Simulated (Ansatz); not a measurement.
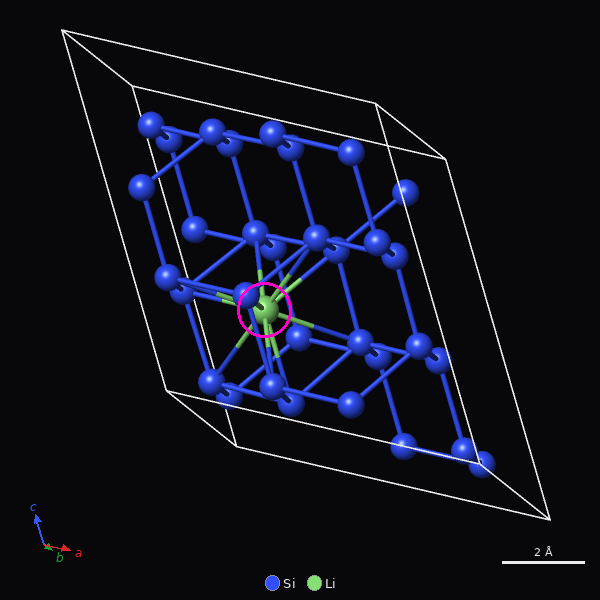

A ball-and-stick rendering, viewed from a general direction. The edges of the supercell are marked. The host is Si, in a cell of 32 sites, and the cell carries a charge of +1. A ring marks the defect's site.

**What imperfection does the supercell contain?**

An interstitial lithium atom. It is bonded to ten Si at about 2.4 to 2.7 Å.

The atoms were relaxed in the host's cell with DFT LDA, scalar-relativistic, plane waves, PAW (Ansatz 0.2.0).
